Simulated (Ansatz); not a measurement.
ZrCu5: pressure series

Base system: ZrCu5 (space group F-43m, No. 216; a = 6.789 Å).

Cell and atoms are relaxed at each pressure.

Computed with Ansatz (a quantum-chemistry and plane-wave program) PBEsol, spin-orbit coupling left out.

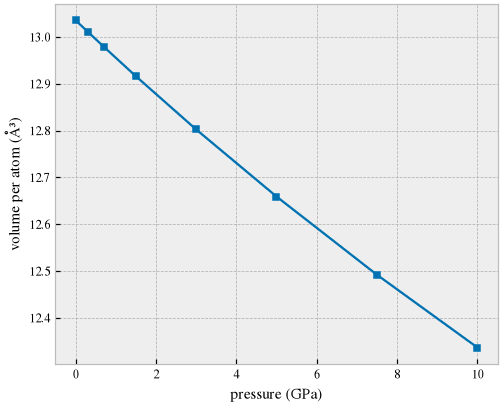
*Volume per atom against pressure*

| pressure (GPa) | volume per atom |
|---|---|
| 0.3 | 13.01 Å³ |
| 0.7 | 12.98 Å³ |
| 1.5 | 12.92 Å³ |
| 3 | 12.80 Å³ |
| 5 | 12.66 Å³ |
| 7.5 | 12.49 Å³ |
| 10 | 12.34 Å³ |

Load acts through the strain it causes; cell and atoms are relaxed under it. Stability against distortions was not tested. Competing high-pressure phases were not computed. All final runs are without spin polarisation.
